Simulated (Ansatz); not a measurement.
# Ag (Fm-3m): phonon-mediated transition temperature, part 2 of 2

Aim: the phonon-mediated transition temperature of Ag (Fm-3m) at ambient pressure, over a range of μ*. The cell shown first is a relaxed one, from steps not shown here.

Ansatz 0.2.0; DFT PBE, scalar-relativistic, plane waves, PAW; PAW set soft_1.

So far, highest frequency, solved or plainly interpolated (cm⁻¹): step 2 (resistivity: q 4×4×4, k 16×16×16, scattering 24×24×24) 157; step 3 (k-mesh 20×20×20, scattering mesh 32×32×32) 157.

## Step 4: Resistivity: q 8×8×8, k 24×24×24, scattering 40×40×40

The next rung changes the q mesh, which sets the reach of the force constants and couplings; the k mesh of the density and its response; the scattering mesh, which samples the Fermi surface.

File input.yaml:

```yaml
crystal:
  lattice:
    - [0.0, 2.0756899872, 2.0756899872]
    - [2.0756899872, 0.0, 2.0756899872]
    - [2.0756899872, 2.0756899872, 0.0]
  atoms:
    - { symbol: Ag, position: [0.0, 0.0, 0.0] }
kpoints:
  mp_grid: { grid: [24, 24, 24] }
hamiltonian:
  xc: pbe
  pseudopotentials: { kind: paw, azcp: { folder: soft_1 } }
scf:
  occupations: { method: methfessel_paxton, width: 0.2 }
output:
  eigenvalues: true
phonons:
  method: dfpt
  qmesh: [8, 8, 8]
  temperatures: { t_max: 1000, t_step: 50 }
  qpath:
    path:
      - [[0.0, 0.0, 0.0], [0.5, 0.0, 0.5], [0.625, 0.25, 0.625]]
      - [[0.375, 0.375, 0.75], [0.0, 0.0, 0.0], [0.5, 0.5, 0.5], [0.5, 0.25, 0.75], [0.5, 0.0, 0.5]]
    npoints: 6
  electrical_resistivity:
    mesh: [40, 40, 40]
    temperatures: [20.0, 50.0, 80.0, 100.0, 150.0, 200.0, 273.0, 300.0, 400.0, 500.0, 600.0, 800.0]
  superconductivity: { mesh: [40, 40, 40] }
```

Started as:

```console
$ ansatz run input.yaml --threads 16 --pin off --max-ram 92160MiB --backend cuda --events-out ev --progress --plain --runs-dir out --max-vram 78GiB
```

Numbers of over 12 decimals in the logs are rounded to 6 here.

What it wrote:

```text
[...]
Crystal: 1 atoms, lattice volume = 17.886 Å³
Basis set: ecut = 420 eV, 339 PW (Γ), exchange–correlation on 40×40×40 points (8 copies of the dense FFT grid, shifted against one another)
Bands: 14, of which v1, the nominal top of the filled ones, is band 10 counted from 1 (9 counted from 0)
Symmetry: 48 space group operations
k-points: 413 of 13824
[...]
SCF iter   1: F=—  HF=-7590.845443 eV  |F-HF|=—  |Δ(HF+E_count)|=         —  Δρ=6.70e-2  dr2=8.77e-1  ethr=3.10e-3  ⟨swp⟩=4.1  Hψ=28179  notcnv=0
[...]
SCF iter   2: F=—  HF=-7590.641074 eV  |F-HF|=—  |Δ(HF+E_count)|=   2.04e-1  S|Δr|=    0.00e0  Δρ=2.29e-2  dr2=1.04e-1  ethr=3.10e-3  ⟨swp⟩=2.6  Hψ=11788  notcnv=0
[...]
SCF iter   7: F=-7590.615702 eV  HF=-7590.615702 eV  |F-HF|=7.28e-12  |Δ(HF+E_count)|=  6.18e-10  S|Δr|=    0.00e0  Δρ=2.71e-7  dr2=4.12e-12  ethr=1.00e-12  ⟨swp⟩=4.7  Hψ=27461  notcnv=0
SCF 1 converged in 7 iterations: F = -7590.615702 eV  dr2 = 4.12e-12
[...]
SCF 2 converged in 7 iterations: F = -7590.615702 eV  dr2 = 4.14e-12
[...]
SCF converged after 7 iterations
[...]
not converged in the mesh (λ; λ_tr; the resistivity at 20 K by 4.79 %): between neighbouring meshes, the two finest first, λ moves by 1.72 % and 0.08 %, λ_tr by 2.45 % and 2.09 % and the resistivity by up to 4.79 % and 2.05 %; an estimate, no bound, puts it up to 7.1e-7 % above the Boltzmann equation's exact value after up to 5 iterations (at most 30 are made, fewer where the estimate is under 1.0e-6 % of each spin channel's own resistivity)
  vibrations of 512 cells: unjudged by the run; compare a larger repeat
[...]
--- Superconductivity: potentials and phonons of a 8×8×8 supercell ---
           mesh         λ    ħω_log (meV)  μ* declared at (meV)
       40×40×40    0.1442          11.661               13.101
       20×20×20    0.1467          11.616               13.045
       10×10×10    0.1466          11.719               13.054
  λ by the species' shares of the modes' patterns: Ag 0.1442
[...]
0.08      0.000         0.000    none_found    none_found    none_found    none_found     none_found
      0.10      0.000         0.000    none_found    none_found    none_found    none_found     none_found
      0.12      0.000         0.000    none_found    none_found    none_found    none_found     none_found
      0.13      0.000         0.000    none_found    none_found    none_found    none_found     none_found
      0.14          -             -    none_found    none_found    none_found    none_found     none_found
      0.16          -             -    none_found    none_found    none_found    none_found     none_found
      0.20          -             -    none_found    none_found    none_found    none_found     none_found
  none_found: no transition down to 0.1 K
[...]
vibrations of 512 cells: unjudged by the run; compare a larger repeat
[...]
```

Elapsed: 2.6 min, on 1 × NVIDIA GB200 with 16 threads of Arm Neoverse V2, shared host; peak memory 7.8 GiB; 18 min of CPU time.

Numbers from this step:

```
zero-point energy                                 : 0.01899 eV/cell
highest frequency, solved or plainly interpolated : 157.7 cm⁻¹
resistivity at 300 K                              : 1.929 μΩ cm
coupling constant λ                               : 0.1442
density of states at the Fermi level              : 0.1382 states/eV a spin and cell
log mean phonon energy ħω_log                     : 11.66 meV
transport coupling constant λ_tr                  : 0.1319, 0.1319, 0.1319 (xx, yy, zz)
Drude plasma energy                               : 8.959, 8.959, 8.959 eV (xx, yy, zz)
resistivity times mean free path                  : 8.701, 8.701, 8.701 × 10⁻¹⁶ Ω m² (xx, yy, zz)
second-moment phonon energy ħω₂                   : 13.10 meV
coupling λ by branch                              : 0.0405, 0.0551, 0.0487 (branches by rank of frequency)
```

An empty cell: under 1 mK by a formula, or no transition down to the floor of the Eliashberg search. Transition temperatures:

```
  μ*  McMillan Tc (K)  Allen–Dynes Tc (K)
0.08                -                   -
 0.1                -                   -
0.12                -                   -
0.13                -                   -
0.14                -                   -
0.16                -                   -
 0.2                -                   -
```

The Eliashberg function α²F by phonon energy; read off at these points:

```
phonon energy (meV)      α²F   α²F tr
                1.0   2.0e-4        0
                2.0  0.00106   1.6e-4
                3.0  0.00234   7.1e-4
                4.0  0.00420  0.00173
                5.0  0.00656  0.00358
                6.0  0.00974  0.00664
                7.0   0.0152   0.0138
                8.0   0.0236   0.0258
                9.0   0.0428   0.0554
               10.0   0.0513   0.0634
               11.0   0.0784   0.0906
               12.0    0.122    0.125
               12.2    0.125    0.124
               13.0   0.0749   0.0713
               14.0   0.0816   0.0634
               15.0   0.0710   0.0496
               16.0   0.0246   0.0155
               17.0    0.128   0.0927
               17.8    0.153    0.121
               18.0    0.134    0.109
               19.0   0.0402   0.0333
```

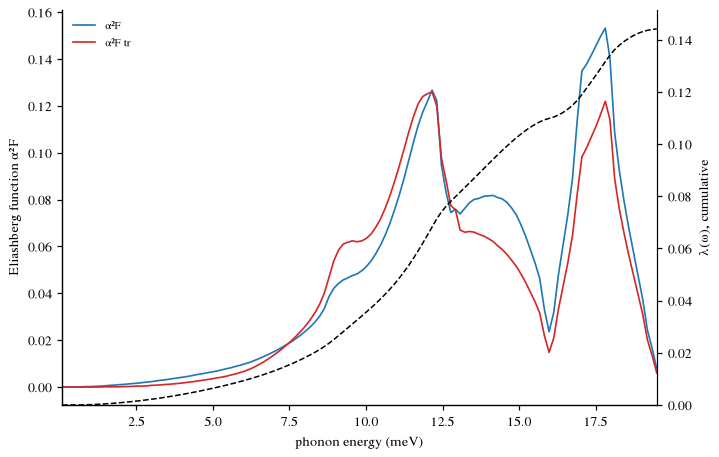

Eliashberg function α²F against phonon energy. The dashed line is the running λ.

## Step 5: What came out

| Quantity | Value |
| --- | --- |
| meshes | q 8×8×8, k 24×24×24, scattering 40×40×40 |
| coupling constant λ | 0.144 |
| log mean phonon energy ħω_log | 11.7 meV |

What this shows: In the last run (PBE, q 8×8×8, k 24×24×24, scattering 40×40×40), with λ = 0.14 and ħω_log = 11.7 meV, Tc at μ* = 0.13 is under 1 mK by the formulas. Wikipedia's list of superconducting elements holds no transition of Ag at normal pressure, in line with the calculation. In that run Allen and Dynes's formula gives no transition above 0.05 K at μ* = 0.10 or more. By the run's own test λ is not converged in the fine mesh: it moves by 2 % between the two finest. The run's transport test calls it not converged in the mesh. Over the runs, λ takes the values 0.142, 0.144 and 0.144, in the order shown. μ* is a typed number, phonons are harmonic, and spin fluctuations are left out; with λ this near or under μ*(1 + 0.62 λ), the formulas give Tc only to its order of magnitude, or none.

[Logs are printed without paths, hosts, clocks, repeated set-up lines and the standing remarks that a program may print on its own settings, such as how far it seeks lower states.]

[Hosts, paths, dates, database ids (printed as entryN), source tags and the programs' standing remarks are cut or masked in the printed files.]
